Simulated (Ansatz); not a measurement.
**Ligand exchange: Si(CH3)2(SiH3)Cl + C3H9AlO → Si(CH3)2(OH)(SiH3) + C3H8AlCl**

Species: Si(CH3)2(SiH3)Cl, singlet; C3H9AlO `C[CH](C)[AlH][OH]`, singlet; Si(CH3)2(OH)(SiH3), singlet; C3H8AlCl `C[CH](C)[AlH][Cl]`, singlet. The partners trade Cl for OH: Si–Cl and Al–OH bonds give way to Si–OH and Al–Cl.

Shapes, held fixed at every level: PBE0-D4/def2-TZVP. Flexible molecules stand in one conformer, not always the lowest. Programs: Ansatz 0.2.0. Electronic energies: no zero-point or thermal term.

| level | kind | ΔE (kJ/mol) | less CCSD(T)/CBS estimate |
| --- | --- | --- | --- |
| HF/def2-TZVPP | Hartree–Fock | -24.4 | -9.5 |
| PBE-D4/def2-TZVPP | GGA | -12.0 | +2.9 |
| B3LYP-D4/def2-TZVPP | global hybrid | -13.9 | +1.0 |
| B2PLYP/def2-TZVPP | double hybrid | -14.8 | +0.1 |
| MP2/def2-TZVPP | perturbation theory | -12.3 | +2.6 |
| CCSD(T)/def2-TZVPP | coupled cluster or CI | -15.8 | -0.9 |
| CCSD(T)/CBS estimate | coupled cluster or CI | -14.9 | 0.0 |

The highest level, CCSD(T)/CBS estimate, gives ΔE = -14.9 kJ/mol; the levels span -24.4 to -12.0. The column of differences is taken from that level and isn't an error. No measured value is set beside it here. The CBS estimate extrapolates MP2 from def2-TZVPP and def2-QZVPP and adds CCSD(T) − MP2 in the triple-zeta set, cores frozen.

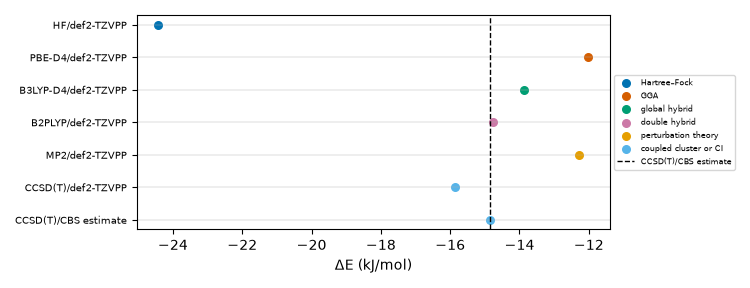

The values of the table, level by level.
